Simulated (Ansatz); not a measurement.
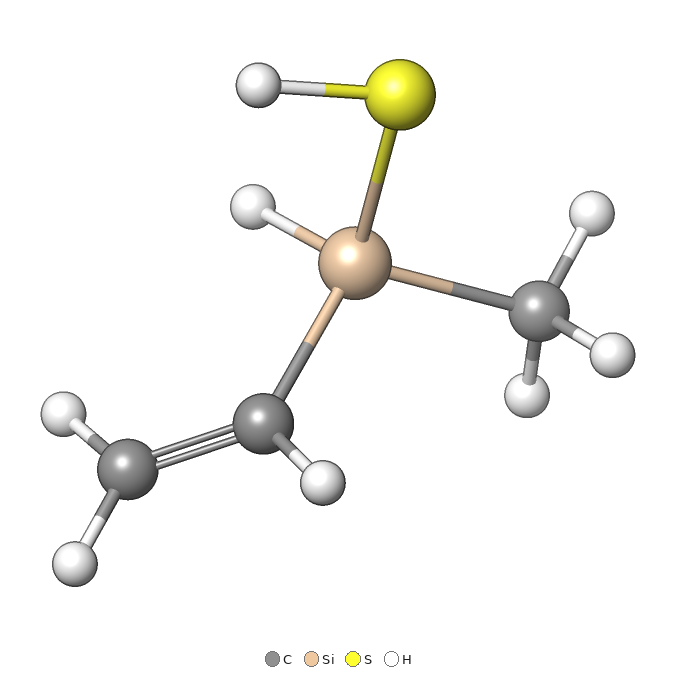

Computed geometry: PBE-D4/def2-SVP optimisation. No frequency run is at hand to confirm it as a minimum.

Give the structural formula.

SMILES: C=C[Si@H](C)S

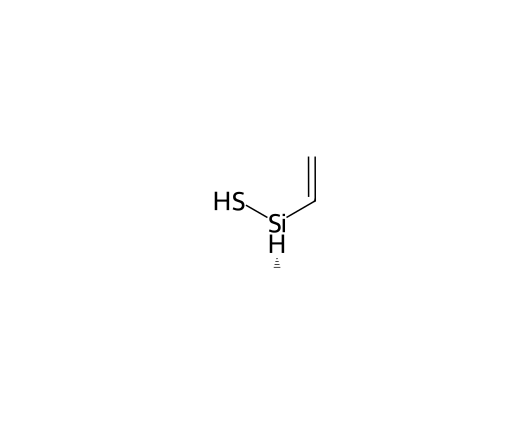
